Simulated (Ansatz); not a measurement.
System: NaLaMnMoO6.

The calculation's input:

```
crystal:
  lattice:
    - [3.743246281, -3.7972365957, -7.89188e-05]
    - [3.743246281, 3.7972365957, -7.89188e-05]
    - [-0.0454177616, 0.0, 8.109191381]
  atoms:
    - { symbol: Na, position: [0.5064, 0.4936, 0.75] }
    - { symbol: Na, position: [0.4936, 0.5064, 0.25] }
    - { symbol: La, position: [0.01239, 0.98761, 0.75] }
    - { symbol: La, position: [0.98761, 0.01239, 0.25] }
    - { symbol: Mn, position: [0.0, 0.5, 0.5], spin: 4.0 }
    - { symbol: Mn, position: [0.5, 0.0, 0.0], spin: 4.0 }
    - { symbol: Mo, position: [0.5, 0.0, 0.5], spin: 1.0 }
    - { symbol: Mo, position: [0.0, 0.5, 0.0], spin: 1.0 }
    - { symbol: O, position: [0.54302, 0.05203, 0.73247] }
    - { symbol: O, position: [0.45698, 0.94797, 0.26753] }
    - { symbol: O, position: [0.27994, 0.71875, 0.54832] }
    - { symbol: O, position: [0.72006, 0.28125, 0.45168] }
    - { symbol: O, position: [0.79897, 0.79494, 0.49934] }
    - { symbol: O, position: [0.20103, 0.20506, 0.50066] }
    - { symbol: O, position: [0.05203, 0.54302, 0.23247] }
    - { symbol: O, position: [0.94797, 0.45698, 0.76753] }
    - { symbol: O, position: [0.79494, 0.79897, 0.99934] }
    - { symbol: O, position: [0.20506, 0.20103, 0.00066] }
    - { symbol: O, position: [0.28125, 0.72006, 0.95168] }
    - { symbol: O, position: [0.71875, 0.27994, 0.04832] }
hamiltonian:
  xc: pbe
  pseudopotentials: { kind: paw }
magnetization:
  spin_polarized: true
kpoints:
  mp_grid: { grid: [5, 5, 4] }
scf:
  occupations: { method: fermi_dirac, width: 0.05 }
output:
  forces: true
  stress: true
  eigenvalues: true
  write_density: true
  write_potential: true
  elf: true
  volumetric_format: npy
```

Command:

```sh
ansatz run input.yaml --threads 8 --pin off --max-ram 20480MiB --backend cpu --events-out ev --progress --plain --runs-dir out
```

Below, planes, directions and counts refer to the conventional cell (a = 7.49 Å, b = 7.59 Å, c = 8.11 Å, α = 90.00°, β = 90.32°, γ = 90.00°).

Space group C2/c; a generated structure, not necessarily the stable one; not relaxed (largest force 0.5 eV/Å); computed pressure about 8 GPa in this cell; the program warned that a starting moment wasn't kept; spin-polarised.

These are results of Kohn-Sham DFT of a periodic cell, PBE, Ansatz PAW in Ansatz, not measurements.

Q: Predict the valence pseudo-density, electron localisation function and spin density between the atoms.

A: Mn–O (1.92 Å): the density is about 0.72 e/Å³ at the midpoint; the ELF peaks at about 0.80 in the valence shell of O, 0.6 Å from its nucleus, and is about 0.20 at the midpoint: no localised pair shows between them.
Mo–O (1.93 Å): ρ at the midpoint is about 0.99 e/Å³; the ELF peaks at about 0.80 in the valence shell of O, 0.6 Å from its nucleus, and drops to about 0.20 between the two atoms: no localised pair shows between them.
Na–O (2.37 Å): ρ is about 0.16 e/Å³ halfway; the ELF peaks at about 0.85 in the valence shell of O, 0.6 Å from its nucleus, and is about 0.10 at the midpoint; no shared electron pair shows on this line.
The spin density sits on Mn: +2.9 μB (×4) in one cell of 40 atoms, with smaller moments on other sites: Mo (up to −0.20 μB) and O (up to +0.05 μB): parallel main moments (a ferromagnetic arrangement) in this solution. The cell of the calculation (20 atoms) carries 6.5 μB of net spin moment.

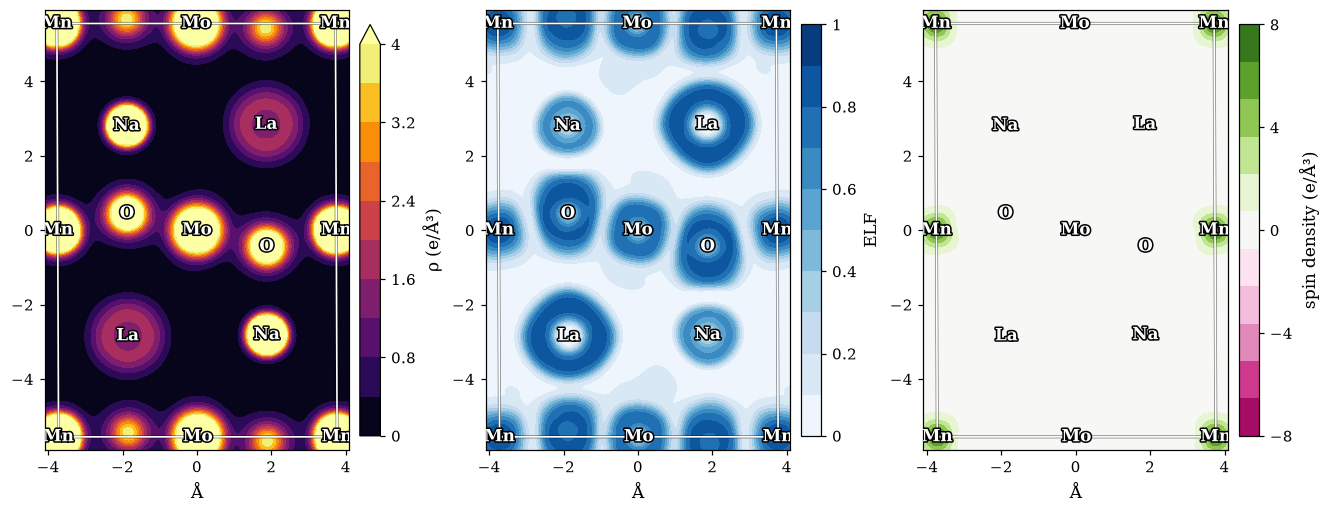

Computed valence pseudo-density, electron localisation function and spin density on the (011̄) plane of the conventional cell, in this order. Atoms just off the plane (O, 0.4 Å away) can leave unmarked features too.

The density is the valence pseudo-density of a PAW calculation; it isn't the true density close to the nuclei.
